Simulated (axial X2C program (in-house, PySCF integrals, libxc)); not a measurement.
# All-electron X2C curves of SnCr

What are the state, bond length, wavenumber and bond energy of SnCr, and what does spin–orbit coupling change?

Method: all-electron X2C, Sn dyall-cv3z, Cr dyall-cv3z; program: an in-house X2C program for linear molecules on PySCF integrals.

All values are calculated.

## Step 1: Set-up

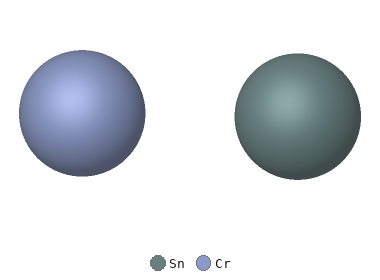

The two atoms at 2.620 Å (tin teal, chromium light blue).

File task.json:

```json
{"zs": [50, 24], "q": 0, "bas": ["dyall-cv3z", "dyall-cv3z"], "levels": ["PBE0", "HF", "M06"], "cc": true, "r0": 2.62, "thr": -1.0, "nmax": 90, "npts": 10, "nst": 2, "ntry": 6}
```

Keys: zs atomic numbers; q charge; bas basis sets; levels methods (HF also brings MP2); cc coupled cluster on or off; r0 starting distance in Å; thr threshold in hartree for freezing inner shells (an s shell follows its p shell); nmax most natural virtual spinors; npts points asked for on the curve; nst determinants followed; ntry starts of the search.

Started as:

```bash
python so2c.py task.json out
```

Spin-free means the one-electron spin-free X2C Hamiltonian; two-component (2c) means X2C with spin–orbit coupling and atomic mean-field two-electron Coulomb and Gaunt terms. Basis: Sn dyall-cv3z contracted to [11s12p9d4f1g], Cr dyall-cv3z contracted to [9s10p6d3f2g]; Gaussian nuclei, density fitting. Masses: Sn 119.902 u, Cr 51.941 u.

Notation: σ, π±, δ± give the projection m of an orbital's angular momentum (0, ±1, ±2), α and β its spin, Λ and M_S the sums; ω is the projection of a spinor's total angular momentum and Ω the sum. Logs are in hartree.

The results follow Hamiltonian by Hamiltonian and level by level.

## Step 2: Which state to follow

PBE0 moves the distance from 2.620 Å to 2.717 Å and compares determinants there.

Spin-free determinants:

```
ΔE (eV)           state                                                open shells
   0.00  M_S = 2, Λ = 1          beyond closed shells: σα, π+α, π+β, π-α, δ+α, δ-α
   0.17  M_S = 3, Λ = 1           beyond closed shells: σα, 2 × π+α, π-α, δ+α, δ-α
   0.23  M_S = 4, Λ = 0   beyond closed shells: 2 × σα, 2 × π+α, 2 × π-α, δ+α, δ-α
   0.35  M_S = 2, Λ = 0                     beyond closed shells: 2 × σα, δ+α, δ-α
   0.72  M_S = 1, Λ = 0                             beyond closed shells: δ+α, δ-α
   0.92  M_S = 3, Λ = 0  beyond closed shells: 2 × σα, π+α, π+β, 2 × π-α, δ+α, δ-α
   0.92  M_S = 3, Λ = 2  beyond closed shells: 2 × σα, 2 × π+α, π+β, π-α, δ+α, δ-α
```

Two-component determinants:

```tsv
ΔE (eV)	state	open shells
0.00	Ω = 3	excess of +ω over −ω: ω = 1/2, ω = 5/2
0.21	Ω = 2	excess of +ω over −ω: ω = -1/2, ω = 5/2
0.26	Ω = 1	excess of +ω over −ω: ω = -3/2, ω = 5/2
0.31	Ω = 4	excess of +ω over −ω: ω = 3/2, ω = 5/2
0.50	Ω = 2	excess of +ω over −ω: 2 × ω = 1/2, ω = -3/2, ω = 5/2
1.05	Ω = 5	excess of +ω over −ω: 2 × ω = 1/2, ω = 3/2, ω = 5/2
1.31	Ω = 0	excess of +ω over −ω: ω = -1/2, 2 × ω = 3/2, ω = -5/2
```

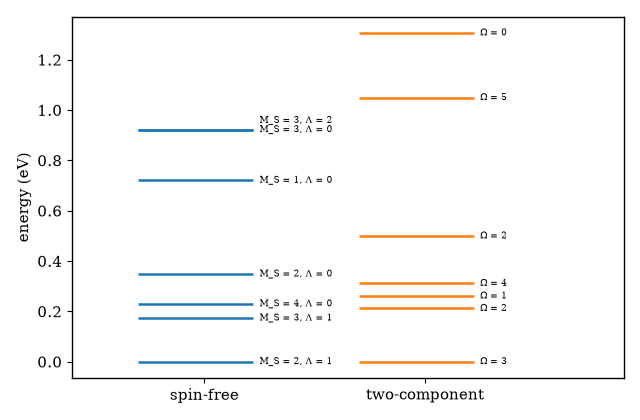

The determinants found, each set from its own lowest.

## Step 3: PBE0, spin-free

State followed: M_S = 2, Λ = 1 (beyond closed shells: σα, π+α, π+β, π-α, δ+α, δ-α). The scan is laid around 2.717 Å, a first estimate of the minimum, and this SCF restarts from the orbitals of the search.

The SCF at the reference distance of 2.717 Å:

```text
spin-free X2C-1e  PBE0
basis functions 237  fitting functions 1259  grid points 5804
iter        total energy     max residual
   1      -7226.856128430     7.23e-05
   2      -7226.856128510     6.36e-05
   3      -7226.856128541     5.01e-05
   4      -7226.856128566     3.09e-05
   5      -7226.856128581     7.08e-06
   6      -7226.856128583     2.57e-06
converged
one-electron -10406.66053181  Coulomb 3161.45918097  exact exchange -52.99362918  xc functional -162.37946034  nuclear repulsion 233.71831178
```

Along the bond, energies from the lowest point:

| R (Å) | E (eV) | μ (D) | HOMO (eV) | LUMO (eV) | iterations |
| --- | --- | --- | --- | --- | --- |
| 2.554 | 0.0639 | 2.51 | -4.72 | -3.06 | 21 |
| 2.635 | 0.0125 | 2.44 | -4.70 | -3.04 | 18 |
| 2.717 | 0.0000 | 2.36 | -4.69 | -3.03 | 6 |
| 2.812 | 0.0207 | 2.25 | -4.69 | -3.03 | 17 |
| 2.907 | 0.0680 | 2.13 | -4.70 | -3.03 | 15 |
| 3.030 | 0.1536 | 1.95 | -4.71 | -3.04 | 16 |

Dipoles are positive if Cr is the positive end.

Outer orbitals at the reference distance:

```tsv
symmetry	occupied	ε (eV)	atomic character
δ+β	yes	-27.97	100% Sn d
δ-β	yes	-27.93	100% Sn d
δ+α	yes	-27.85	100% Sn d
δ-α	yes	-27.85	100% Sn d
π+β	yes	-27.78	100% Sn d
π-β	yes	-27.76	100% Sn d
σβ	yes	-27.73	100% Sn d
π-α	yes	-27.68	100% Sn d
π+α	yes	-27.68	100% Sn d
σα	yes	-27.64	100% Sn d
σβ	yes	-11.79	78% Sn s, 10% Cr p, 6% Cr s
σα	yes	-10.91	74% Sn s, 10% Cr p, 9% Cr s
σα	yes	-5.92	86% Cr d, 8% Sn p, 4% Sn s
δ-α	yes	-5.92	100% Cr d
δ+α	yes	-5.92	100% Cr d
π-α	yes	-5.91	94% Cr d, 4% Sn p
π+α	yes	-5.91	94% Cr d, 4% Sn p
σα	yes	-5.28	54% Cr s, 35% Sn p, 4% Cr d
σβ	yes	-5.07	74% Sn p, 17% Cr s, 3% Cr p
π+β	yes	-4.69	87% Sn p, 7% Cr p, 7% Cr d
π-β	no	-3.03	85% Sn p, 8% Cr p, 7% Cr d
π+α	no	-2.22	69% Sn p, 25% Cr p, 6% Cr d
π-α	no	-2.22	69% Sn p, 25% Cr p, 6% Cr d
σα	no	-1.82	43% Cr p, 32% Sn p, 19% Cr s
```

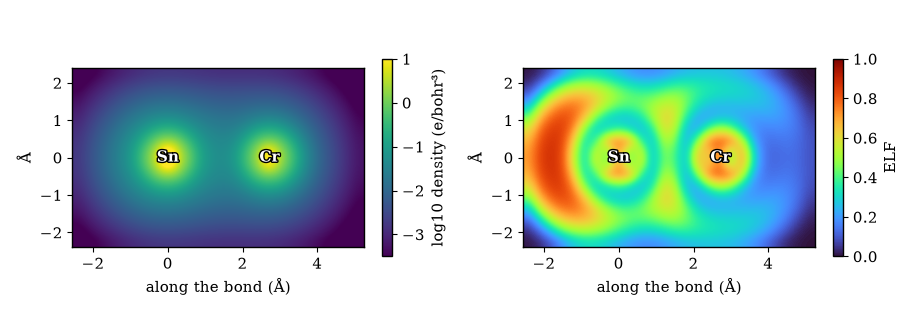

PBE0 fields in a plane through the axis, from a grid of 0.3 Å; Sn lies at z = 0 and Cr at z = 2.717 Å; the ELF is damped to zero where the density is low.

Re = 2.708 Å, ωe = 181.8 cm⁻¹, ωexe = 0.714 cm⁻¹, Be = 0.06343 cm⁻¹, De = 1.20 eV, μ = 2.37 D. ⟨S²⟩ = 7.04 against 6.00 for a pure state, so this determinant mixes spins.

## Step 4: HF, spin-free

Output at 2.717 Å:

```text
spin-free X2C-1e  HF
basis functions 237  fitting functions 1259  grid points 5804
iter        total energy     max residual
   1      -7223.457555784     3.31e-01
   2      -7223.497480836     1.03e-02
   3      -7223.501302061     3.13e-02
   4      -7223.502344590     8.57e-03
   5      -7223.502563636     1.47e-03
   6      -7223.502633300     2.42e-03
   7      -7223.502653828     9.09e-04
   8      -7223.502665517     4.12e-04
   9      -7223.502671506     7.21e-04
  10      -7223.502674445     3.35e-04
  11      -7223.502675054     3.93e-05
  12      -7223.502675144     3.79e-05
  13      -7223.502675159     2.02e-05
  14      -7223.502675162     4.11e-06
  15      -7223.502675163     3.39e-06
  16      -7223.502675163     1.41e-06
converged
one-electron -10406.62760211  Coulomb 3161.60279567  exact exchange -212.19618051  xc functional 0.00000000  nuclear repulsion 233.71831178
```

No constants are quoted: the lowest point is the long end of the scan.

## Step 5: M06, spin-free

The SCF at the reference distance of 2.717 Å:

```text
spin-free X2C-1e  M06
basis functions 237  fitting functions 1259  grid points 5804
iter        total energy     max residual
   1      -7227.474104002     1.78e-01
   2      -7227.486125937     1.11e-02
   3      -7227.486727454     6.02e-02
   4      -7227.489373510     3.27e-02
   5      -7227.490652933     2.00e-02
   6      -7227.491199259     1.98e-03
   7      -7227.491253877     5.44e-03
   8      -7227.491284348     2.77e-04
   9      -7227.491286314     4.88e-04
  10      -7227.491287389     7.44e-05
  11      -7227.491287477     5.47e-05
  12      -7227.491287502     1.21e-05
  13      -7227.491287505     1.19e-05
converged
one-electron -10405.60457711  Coulomb 3160.37565202  exact exchange -57.21852838  xc functional -158.76214582  nuclear repulsion 233.71831178
```

Re = 2.647 Å, ωe = 208.1 cm⁻¹, ωexe = 0.596 cm⁻¹, Be = 0.06641 cm⁻¹, De = 1.89 eV, μ = 0.86 D. ⟨S²⟩ = 6.77 against 6.00 for a pure state, so this determinant mixes spins.

## Step 6: MP2 and beyond, spin-free

Correlated methods: 10 electrons correlated (frozen shells, counted by type: Sn 4 s, 3 p, 2 d; Cr 3 s, 2 p), 324 virtual spinors in MP2, 90 natural virtuals in coupled cluster.

Output of the correlated part at 2.717 Å:

```text
correlated 10  virtual 324  natural virtual 90  E(MP2) -0.172993194  MP2 remainder -0.007615750
iter   CCSD correlation   residual
   1     -0.179060977   1.33e-01
   2     -0.185817681   6.81e-02
   3     -0.188472207   3.92e-02
   4     -0.189384725   2.20e-02
   5     -0.189889044   1.05e-02
   6     -0.190011354   5.03e-03
   7     -0.190025106   2.19e-03
   8     -0.190054422   1.26e-03
   9     -0.190053644   7.65e-04
  10     -0.190059486   4.02e-04
  11     -0.190055256   1.87e-04
  12     -0.190054958   9.84e-05
  13     -0.190054309   5.04e-05
  14     -0.190053836   2.86e-05
  15     -0.190053486   1.77e-05
  16     -0.190053210   1.03e-05
  17     -0.190053042   5.76e-06
  18     -0.190052989   3.28e-06
  19     -0.190052967   1.94e-06
  20     -0.190052986   1.15e-06
(T) -0.008932024  T1 0.0615  D1 0.1121  max T2 0.084
```

T1 in the output is the amplitude norm over the root of the electron number; divide by √2 for the Lee–Taylor value.

MP2: No constants are quoted: the reference is strongly spin-contaminated.

CCSD: Re = 2.756 Å, ωe = 175.2 cm⁻¹, ωexe = 0.757 cm⁻¹, Be = 0.06126 cm⁻¹, De = 0.957 eV. T1 at Re = 0.043 (Lee–Taylor, the printed value over √2).

CCSD(T): Re = 2.722 Å, ωe = 184.6 cm⁻¹, ωexe = 0.753 cm⁻¹, Be = 0.06277 cm⁻¹, De = 1.08 eV. T1 at Re = 0.043 (Lee–Taylor, the printed value over √2).

## Step 7: A higher determinant, spin-free

State: M_S = 3, Λ = 1 (beyond closed shells: σα, 2 × π+α, π-α, δ+α, δ-α).

Output at the reference distance:

```text
spin-free X2C-1e  PBE0
basis functions 237  fitting functions 1259  grid points 5804
iter        total energy     max residual
   1      -7226.849765646     4.73e-05
   2      -7226.849765681     4.16e-05
   3      -7226.849765707     3.48e-05
   4      -7226.849765719     1.41e-05
   5      -7226.849765722     5.93e-06
converged
one-electron -10406.46639417  Coulomb 3161.26554673  exact exchange -52.99245295  xc functional -162.37477711  nuclear repulsion 233.71831178
```

| R (Å) | E above the lowest PBE0 point (eV) |
| --- | --- |
| 2.554 | 0.273 |
| 2.635 | 0.201 |
| 2.717 | 0.173 |
| 2.812 | 0.182 |
| 2.907 | 0.224 |
| 3.030 | 0.307 |

Re = 2.741 Å, ωe = 185.0 cm⁻¹, ωexe = 0.668 cm⁻¹, Be = 0.06193 cm⁻¹, μ = 2.51 D. Te = 0.17 eV.

## Step 8: The spin-free curves together

Energy (eV) of the followed determinant, spin-free, from each level's lowest point:

| R (Å) | PBE0 | HF | MP2 (spin-contaminated) | CCSD | CCSD(T) | M06 |
| --- | --- | --- | --- | --- | --- | --- |
| 2.554 | 0.064 | 0.457 | 0.116 | 0.104 | 0.079 | 0.027 |
| 2.635 | 0.013 | 0.297 | 0.037 | 0.031 | 0.019 | 0.000 |
| 2.717 | 0.000 | 0.183 | 0.002 | 0.000 | 0.000 | 0.013 |
| 2.812 | 0.021 | 0.093 | 0.000 | 0.003 | 0.016 | 0.065 |
| 2.907 | 0.068 | 0.037 | 0.028 | 0.036 | 0.062 | 0.145 |
| 3.030 | 0.154 | 0.000 | 0.090 | 0.107 | 0.147 | 0.275 |

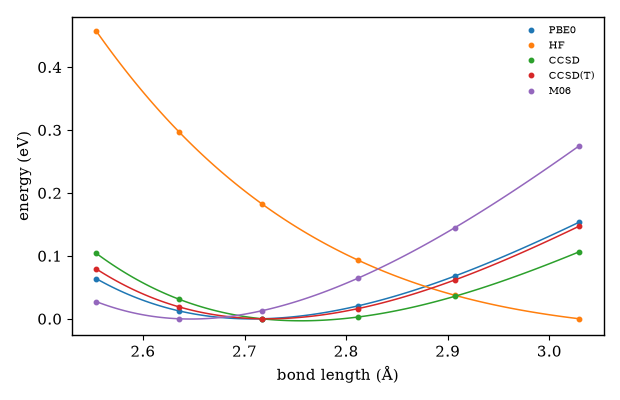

Curves of the followed state, spin-free, each from its own lowest point. Left out: MP2.

## Step 9: PBE0, 2c

State followed: Ω = 3 (excess of +ω over −ω: ω = 1/2, ω = 5/2). The scan is laid around 2.717 Å, a first estimate of the minimum, and this SCF restarts from the orbitals of the search.

Output at 2.717 Å:

```text
two-component X2C + atomic mean field  PBE0
basis functions 237  fitting functions 1259  grid points 5804
iter        total energy     max residual
   1      -7224.009654801     2.27e-05
   2      -7224.009654802     9.55e-06
converged
one-electron -10398.74960024  Coulomb 3160.06898679  exact exchange -52.96677060  xc functional -162.30020951  nuclear repulsion 233.71831178  atomic mean-field constant -3.78037302
```

Along the bond, energies from the lowest point:

| R (Å) | E (eV) | μ (D) | HOMO (eV) | LUMO (eV) | iterations |
| --- | --- | --- | --- | --- | --- |
| 2.554 | 0.0671 | 2.45 | -4.79 | -2.90 | 23 |
| 2.635 | 0.0143 | 2.38 | -4.77 | -2.88 | 18 |
| 2.717 | 0.0000 | 2.30 | -4.77 | -2.87 | 2 |
| 2.812 | 0.0184 | 2.18 | -4.77 | -2.86 | 17 |
| 2.907 | 0.0633 | 2.06 | -4.77 | -2.86 | 15 |
| 3.030 | 0.1455 | 1.88 | -4.78 | -2.87 | 16 |

Dipoles are positive if Cr is the positive end.

Outer spinors at the reference distance:

| ω | occupied | ε (eV) | atomic character | λ mixture |
| --- | --- | --- | --- | --- |
| 3/2 | yes | -28.44 | 100% Sn d | 87% δ, 13% π |
| -3/2 | yes | -28.36 | 100% Sn d | 82% δ, 18% π |
| 1/2 | yes | -28.27 | 100% Sn d | 66% π, 34% σ |
| -1/2 | yes | -28.24 | 100% Sn d | 57% π, 43% σ |
| -5/2 | yes | -27.44 | 100% Sn d | 100% δ |
| 5/2 | yes | -27.36 | 100% Sn d | 100% δ |
| -3/2 | yes | -27.30 | 100% Sn d | 82% π, 18% δ |
| 3/2 | yes | -27.25 | 100% Sn d | 87% π, 13% δ |
| -1/2 | yes | -27.23 | 100% Sn d | 57% σ, 43% π |
| 1/2 | yes | -27.22 | 100% Sn d | 66% σ, 34% π |
| -1/2 | yes | -11.73 | 78% Sn s, 10% Cr p, 6% Cr s | 100% σ |
| 1/2 | yes | -10.88 | 74% Sn s, 10% Cr p, 9% Cr s | 100% σ |
| -3/2 | yes | -5.94 | 100% Cr d | 100% δ |
| -1/2 | yes | -5.92 | 93% Cr d, 5% Sn p | 100% π |
| 1/2 | yes | -5.92 | 86% Cr d, 9% Sn p, 4% Sn s | 100% σ |
| 3/2 | yes | -5.90 | 95% Cr d, 4% Sn p | 100% π |
| 5/2 | yes | -5.88 | 100% Cr d | 100% δ |
| 1/2 | yes | -5.29 | 51% Cr s, 38% Sn p, 5% Cr d | 95% σ, 5% π |
| -1/2 | yes | -5.07 | 74% Sn p, 17% Cr s, 3% Cr p | 98% σ, 2% π |
| 1/2 | yes | -4.77 | 83% Sn p, 6% Cr p, 6% Cr d | 94% π, 6% σ |
| -3/2 | no | -2.87 | 84% Sn p, 9% Cr p, 7% Cr d | 100% π |
| -1/2 | no | -2.29 | 69% Sn p, 23% Cr p, 6% Cr d | 98% π, 2% σ |
| 3/2 | no | -2.11 | 67% Sn p, 27% Cr p, 6% Cr d | 100% π |
| 1/2 | no | -1.80 | 43% Cr p, 33% Sn p, 18% Cr s | 99% σ, 1% π |

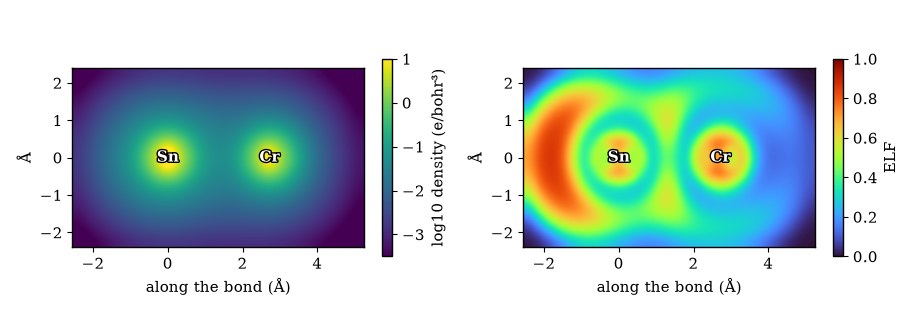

PBE0 fields in a plane through the axis, from a grid of 0.3 Å; Sn lies at z = 0 and Cr at z = 2.717 Å; the ELF is damped to zero where the density is low.

Re = 2.713 Å, ωe = 179.4 cm⁻¹, ωexe = 0.724 cm⁻¹, Be = 0.06318 cm⁻¹, De = 1.31 eV, μ = 2.30 D.

## Step 10: HF, 2c

Output at 2.717 Å:

```text
two-component X2C + atomic mean field  HF
basis functions 237  fitting functions 1259  grid points 5804
iter        total energy     max residual
   1      -7220.609757092     3.76e-01
   2      -7220.649479082     1.01e-02
   3      -7220.653310916     3.54e-02
   4      -7220.654393313     1.01e-02
   5      -7220.654666832     2.09e-03
   6      -7220.654808378     4.58e-03
   7      -7220.654884062     2.68e-03
   8      -7220.654964915     7.94e-04
   9      -7220.655025509     2.31e-03
  10      -7220.655069538     2.00e-03
  11      -7220.655093009     6.41e-04
  12      -7220.655108182     5.52e-04
  13      -7220.655119903     1.03e-03
  14      -7220.655127157     7.03e-04
  15      -7220.655129642     1.53e-04
  16      -7220.655130178     7.79e-05
  17      -7220.655130294     7.64e-05
  18      -7220.655130326     2.19e-05
  19      -7220.655130335     1.39e-05
  20      -7220.655130339     1.27e-05
  21      -7220.655130341     5.79e-06
  22      -7220.655130342     2.42e-06
converged
one-electron -10398.79729681  Coulomb 3160.29178024  exact exchange -212.08755252  xc functional 0.00000000  nuclear repulsion 233.71831178  atomic mean-field constant -3.78037302
```

No constants are quoted: the lowest point is the long end of the scan.

## Step 11: M06, 2c

Output at 2.717 Å:

```text
two-component X2C + atomic mean field  M06
basis functions 237  fitting functions 1259  grid points 5804
iter        total energy     max residual
   1      -7224.627092721     1.90e-01
   2      -7224.639050123     1.06e-02
   3      -7224.639761102     6.45e-02
   4      -7224.642411697     3.39e-02
   5      -7224.643639001     2.09e-02
   6      -7224.644142911     2.07e-03
   7      -7224.644192274     5.54e-03
   8      -7224.644222935     3.22e-04
   9      -7224.644225579     6.10e-04
  10      -7224.644227062     1.71e-04
  11      -7224.644227343     9.06e-05
  12      -7224.644227454     5.64e-05
  13      -7224.644227486     1.62e-05
  14      -7224.644227497     8.02e-06
  15      -7224.644227501     3.93e-06
converged
one-electron -10397.69016877  Coulomb 3158.98383924  exact exchange -57.19042097  xc functional -158.68541576  nuclear repulsion 233.71831178  atomic mean-field constant -3.78037302
```

Re = 2.652 Å, ωe = 204.9 cm⁻¹, ωexe = 0.626 cm⁻¹, Be = 0.06613 cm⁻¹, De = 1.46 eV, μ = 0.82 D.

## Step 12: Correlated methods, 2c

Correlated methods: 10 electrons correlated (frozen shells, counted by type: Sn 4 s, 3 p, 2 d; Cr 3 s, 2 p), 324 virtual spinors in MP2, 90 natural virtuals in coupled cluster.

Output of the correlated part at 2.717 Å:

```text
correlated 10  virtual 324  natural virtual 90  E(MP2) -0.171536266  MP2 remainder -0.007764193
iter   CCSD correlation   residual
   1     -0.177737520   1.33e-01
   2     -0.184643966   6.80e-02
   3     -0.187153492   3.90e-02
   4     -0.188031830   2.25e-02
   5     -0.188517208   1.12e-02
   6     -0.188634103   5.64e-03
   7     -0.188646693   2.63e-03
   8     -0.188680170   1.52e-03
   9     -0.188677813   8.75e-04
  10     -0.188682556   4.62e-04
  11     -0.188678143   2.58e-04
  12     -0.188677774   1.75e-04
  13     -0.188677448   1.28e-04
  14     -0.188677283   9.82e-05
  15     -0.188677393   7.22e-05
  16     -0.188677297   4.57e-05
  17     -0.188677139   2.82e-05
  18     -0.188677071   1.85e-05
  19     -0.188676999   1.15e-05
  20     -0.188677025   6.84e-06
  21     -0.188677024   3.83e-06
(T) -0.008606666  T1 0.0599  D1 0.1199  max T2 0.072
```

MP2: No constants are quoted: the reference is strongly spin-contaminated.

CCSD: Re = 2.757 Å, ωe = 173.7 cm⁻¹, ωexe = 0.757 cm⁻¹, Be = 0.06119 cm⁻¹, De = 0.891 eV. T1 at Re = 0.042 (Lee–Taylor, the printed value over √2).

CCSD(T): Re = 2.727 Å, ωe = 183.3 cm⁻¹, ωexe = 0.786 cm⁻¹, Be = 0.06254 cm⁻¹, De = 0.983 eV. T1 at Re = 0.042 (Lee–Taylor, the printed value over √2).

## Step 13: A higher determinant, 2c

State: Ω = 2 (excess of +ω over −ω: ω = -1/2, ω = 5/2).

Output at the reference distance:

```text
two-component X2C + atomic mean field  PBE0
basis functions 237  fitting functions 1259  grid points 5804
iter        total energy     max residual
   1      -7224.001886817     8.89e-05
   2      -7224.001886832     2.53e-05
   3      -7224.001886838     8.56e-05
   4      -7224.001886843     3.59e-05
   5      -7224.001886845     1.35e-05
converged
one-electron -10398.56783166  Coulomb 3159.89081786  exact exchange -52.96614046  xc functional -162.29667134  nuclear repulsion 233.71831178  atomic mean-field constant -3.78037302
```

| R (Å) | E above the lowest PBE0 point (eV) |
| --- | --- |
| 2.554 | 0.319 |
| 2.635 | 0.242 |
| 2.717 | 0.211 |
| 2.812 | 0.217 |
| 2.907 | 0.254 |
| 3.030 | 0.333 |

Re = 2.750 Å, ωe = 182.5 cm⁻¹, ωexe = 0.648 cm⁻¹, Be = 0.06151 cm⁻¹, μ = 2.48 D. Te = 0.21 eV.

## Step 14: The 2c curves together

Energy (eV) of the followed determinant, 2c, from each level's lowest point:

| R (Å) | PBE0 | HF | MP2 (spin-contaminated) | CCSD | CCSD(T) | M06 |
| --- | --- | --- | --- | --- | --- | --- |
| 2.554 | 0.067 | 0.436 | 0.132 | 0.105 | 0.084 | 0.030 |
| 2.635 | 0.014 | 0.283 | 0.047 | 0.032 | 0.021 | 0.000 |
| 2.717 | 0.000 | 0.175 | 0.006 | 0.000 | 0.000 | 0.010 |
| 2.812 | 0.018 | 0.089 | 0.000 | 0.002 | 0.014 | 0.058 |
| 2.907 | 0.063 | 0.036 | 0.024 | 0.034 | 0.058 | 0.134 |
| 3.030 | 0.145 | 0.000 | 0.082 | 0.103 | 0.140 | 0.258 |

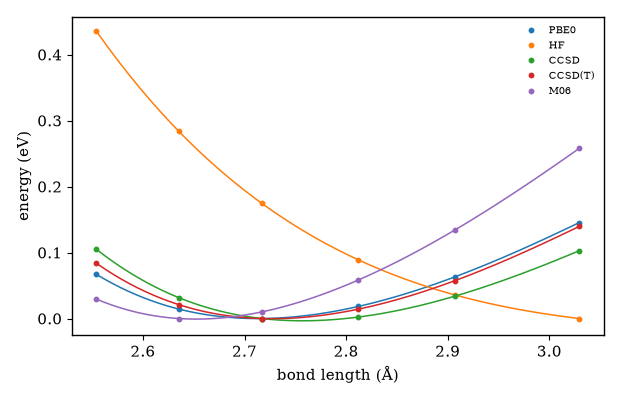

Curves of the followed state, 2c, each from its own lowest point. Left out: MP2.

The whole job took 4.6 min on 1 thread of Arm Neoverse V1, shared host; peak memory 0.74 GiB.

## Step 15: What came out

Lowest determinant that the search found at its distance, spin-free: M_S = 2, Λ = 1 (beyond closed shells: σα, π+α, π+β, π-α, δ+α, δ-α).

Lowest determinant that the search found at its distance, 2c: Ω = 3 (excess of +ω over −ω: ω = 1/2, ω = 5/2).

```tsv
Hamiltonian	level	Re (Å)	ωe (cm⁻¹)	De (eV)	μ (D)
spin-free	PBE0	2.708	181.8	1.20	2.37
spin-free	CCSD	2.756	175.2	0.957	n/a
spin-free	CCSD(T)	2.722	184.6	1.08	n/a
spin-free	M06	2.647	208.1	1.89	0.86
2c	PBE0	2.713	179.4	1.31	2.30
2c	CCSD	2.757	173.7	0.891	n/a
2c	CCSD(T)	2.727	183.3	0.983	n/a
2c	M06	2.652	204.9	1.46	0.82
```

Dipoles are positive if Cr is the positive end. No constants: spin-free HF (the lowest point is the long end of the scan); spin-free MP2 (the reference is strongly spin-contaminated); 2c HF (the lowest point is the long end of the scan); 2c MP2 (the reference is strongly spin-contaminated). Spin-free ⟨S²⟩ is off its pure value at PBE0 7.04, M06 6.77.

Time per point (s) on 1 thread of Arm Neoverse V1, shared host (2c runs; CCSD comes with the CCSD(T) run); the times are rough: PBE0 1.9, CCSD(T) 7.3, M06 3.4.

**Reading.** At CCSD(T), going from spin-free to two-component changes Re by +5 mÅ, ωe by -0.7 %, which is small (part of it comes from the scalar share of the two-electron terms). De moves by -0.10 eV; both De rest on single-determinant atoms, which can miss part of an open shell's spin–orbit lowering.

De refers to Sn + Cr, each in the lowest determinant found, which need not be this curve's own limit. Each curve is one determinant whose occupation by symmetry is held fixed; it was picked as the lowest of a PBE0 search that is not exhaustive. De is counted from the lowest determinant-based energies of the atoms at the same level, without counterpoise correction. Density functionals use the spin component along the axis (collinear). CCSD and (T) use frozen natural virtuals with an MP2 correction for the truncation. The meta-GGAs lack a current-density term, which matters for open shells with orbital currents, atoms included. With several unpaired electrons one determinant need not be a pure state. The spin-free determinant is spin-contaminated at some levels. With the outer-core shells frozen, correlated bond lengths of heavy atoms tend to come out a few hundredths of an ångström too long. T1 at Re is 0.043 (Lee–Taylor), above the customary mark of 0.02.
